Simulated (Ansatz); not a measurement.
C₂H₄INO: several calculations on one system

### Relaxation

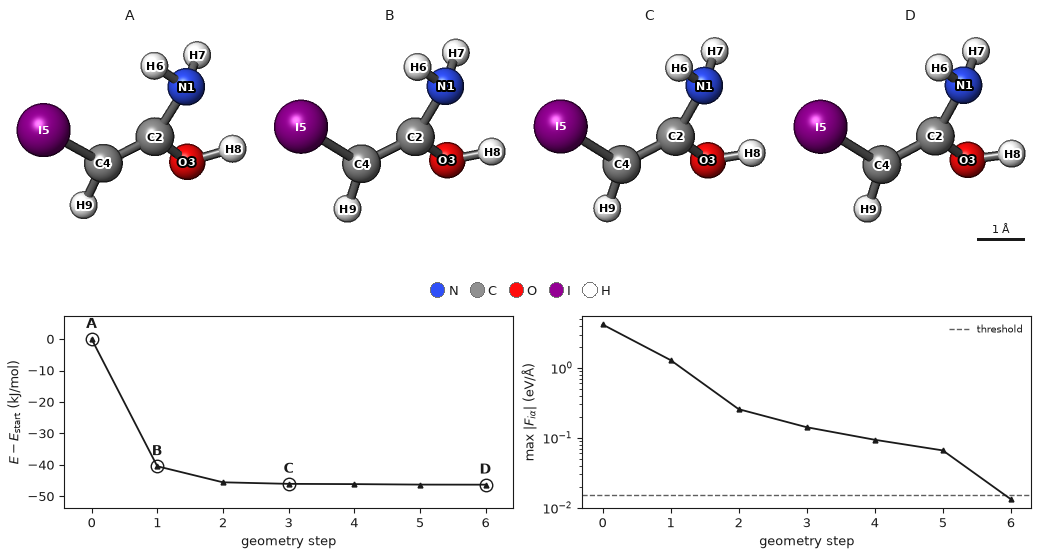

Frames of a relaxation of C2H4INO, marked on the history of the run. A ball-and-stick model, seen at a tilt.

The run prepares an end point of a later path (torsion) calculation, from a guessed geometry.

Method: Ansatz 0.2.0, RKS r2SCAN-D4/def2-SVP. Settings: no spin polarisation; force threshold 0.015 eV/Å; at most 40 steps.

Describe the path.

Answer. The largest move after the best rigid fit is that of H9, 0.15 Å. By element the largest moves are H 0.15 Å, I 0.12 Å, N 0.07 Å, O 0.07 Å, C 0.05 Å. Near-neighbour distances that change, for instance: N1–H6 1.092 → 1.018 Å, C4–H9 1.149 → 1.089 Å, O3–H8 1.027 → 0.970 Å, C2–C4 1.297 → 1.351 Å. Bond angles that change, for instance: C2–N1–H6 106.0° → 113.8°, C2–O3–H8 103.4° → 107.0°, H6–N1–H7 108.2° → 111.4°. After 6 geometry steps the energy has fallen by 46.3 kJ/mol. Largest force component: 4.2 eV/Å at the start, 0.013 eV/Å at the end. Cost: 29 s on 2 threads of Arm Neoverse V1 (shared host), peak memory 0.17 GiB. From step 0 to 1: H9 moves most (0.13 Å), energy −40.4 kJ/mol. From step 1 to 3: H6 moves most (0.05 Å), energy −5.60 kJ/mol. From step 3 to 6: H7 moves most (0.03 Å), energy −0.26 kJ/mol.

```tsv
step	E − E(0), kJ/mol	largest force component, eV/Å
0	0.00	4.1755
1	-40.43	1.2918
2	-45.54	0.2571
3	-46.03	0.1419
4	-46.11	0.0939
5	-46.27	0.0661
6	-46.29	0.0133
```

### Relaxation

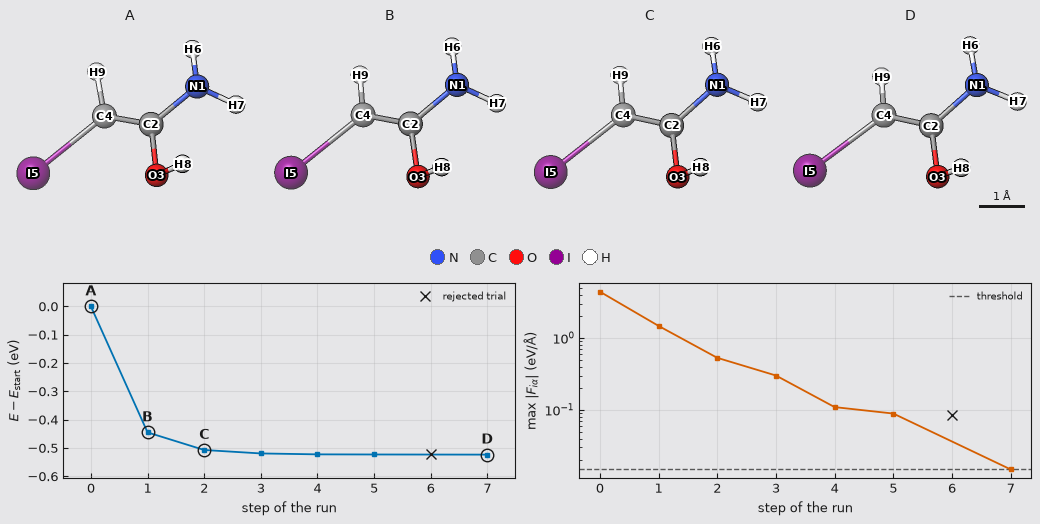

Frames of a relaxation of C$_{2}$H$_{4}$INO, marked on the history of the run. Style: ball-and-stick. Shown at a tilt.

The run prepares an end point of a later path (torsion) calculation, from a guessed geometry.

All numbers below come from RKS r2SCAN-D4/def2-SVP in Ansatz.

Input
```yaml
crystal:
  periodic: [false, false, false]
  atoms:
    - { symbol: "N", position_ang: [0.655, -0.2641, -1.026] }
    - { symbol: C, position_ang: [0.1024, -0.1718, 0.232] }
    - { symbol: O, position_ang: [0.5739, -1.1424, 1.0355] }
    - { symbol: C, position_ang: [-0.6938, 0.7234, 0.7295] }
    - { symbol: I, position_ang: [-1.24379, 0.86971, 2.7194] }
    - { symbol: H, position_ang: [0.1283, 0.4686, -1.6411] }
    - { symbol: H, position_ang: [0.5294, -1.1492, -1.4297] }
    - { symbol: H, position_ang: [1.4729, -1.3922, 0.6054] }
    - { symbol: H, position_ang: [-1.04929, 1.61291, 0.09448] }
basis:
  gaussian: { orbitals: def2-SVP }
hamiltonian:
  xc: r2scan
  dispersion: d4
relax:
  f_tol: 0.015
  max_steps: 40
```

Command:
```bash
ansatz run input.yaml --threads 2 --pin off --max-ram 3072MiB --backend cpu --events-out ev --progress --plain --runs-dir out
```

> Describe the path.

Over 6 accepted moves (7 points after the start) the energy falls by 0.523 eV. The largest force component goes from 4.4 to 0.015 eV/Å. The line search rejected the trial step at point 6 of the run. H9 moves most after the best rigid fit: 0.22 Å. By element the largest moves are H 0.22 Å, I 0.12 Å, O 0.06 Å, N 0.05 Å, C 0.05 Å. Some distances before and after: N1–H6 1.092 → 1.016 Å, C4–H9 1.149 → 1.090 Å, O3–H8 1.027 → 0.970 Å, C2–C4 1.297 → 1.350 Å. Bond angles that change, for instance: C2–N1–H6 106.0° → 113.5°, N1–C2–C4 130.0° → 124.1°, C2–O3–H8 103.4° → 107.3°. From step 0 to 1: H9 moves most (0.16 Å), energy −0.445 eV. From step 1 to 2: C2 moves most (0.06 Å), energy −0.062 eV. From step 2 to 7: H9 moves most (0.06 Å), energy −0.016 eV.

| step | E − E(0), eV | largest force component, eV/Å | note |
| --- | --- | --- | --- |
| 0 | 0.0000 | 4.3973 |  |
| 1 | -0.4447 | 1.4697 |  |
| 2 | -0.5069 | 0.5292 |  |
| 3 | -0.5190 | 0.3003 |  |
| 4 | -0.5223 | 0.1093 |  |
| 5 | -0.5227 | 0.0889 |  |
| 6 | -0.5221 | 0.0846 | rejected |
| 7 | -0.5232 | 0.0149 |  |

### Path

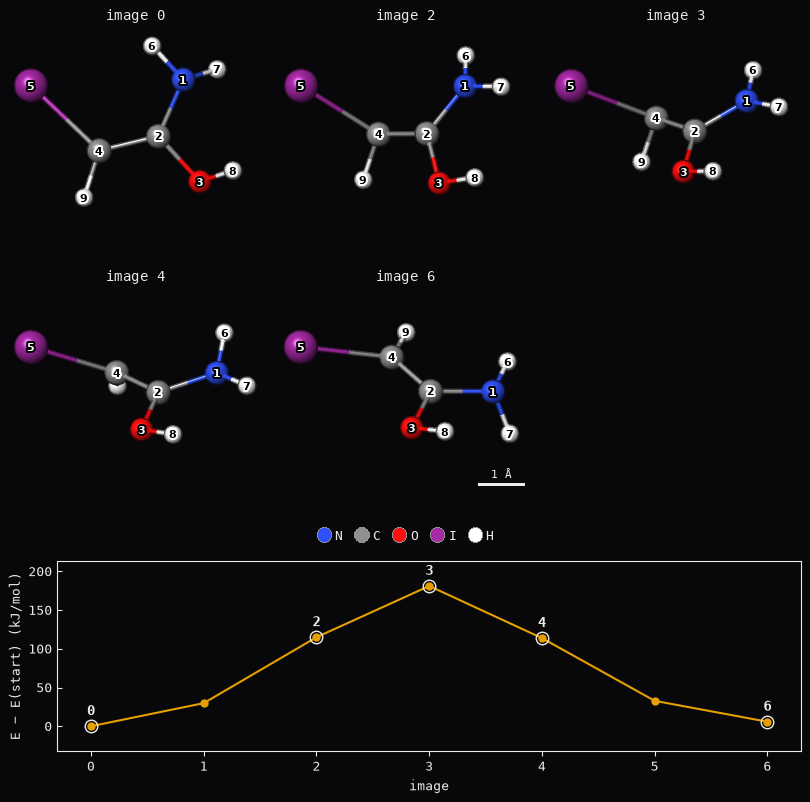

A search for the minimum-energy path of C2H4INO by the nudged elastic band. Images are numbered from 0 (start) to 6 (end). A ball-and-stick model, seen face on.

These are results of RKS r2SCAN-D4/def2-SVP in Ansatz, not measurements. Run with 5 movable images; climbing image; force threshold 0.05 eV/Å; iteration limit 60; starting path by image-dependent pair potential.

### Describe the mechanism and the energy profile.

The motion is a rotation about the C2–C4 bond by about 180°. No bond forms or breaks between the ends. Among the angles between lasting bonds that change up to the highest image: C2–C4–I5 122.9° → 103.2°, I5–C4–H9 115.8° → 101.2°. The energy climbs by 181.1 kJ/mol to image 3 and then falls by 175.3 kJ/mol, so the end point sits at +5.8 kJ/mol. The band converged in 17 iterations. The largest component of the band force went from 2 to 0.026 eV/Å. The climbing image converged on the top of the path. Its vibrational analysis gives one imaginary mode (357i cm⁻¹), as a transition state must have.
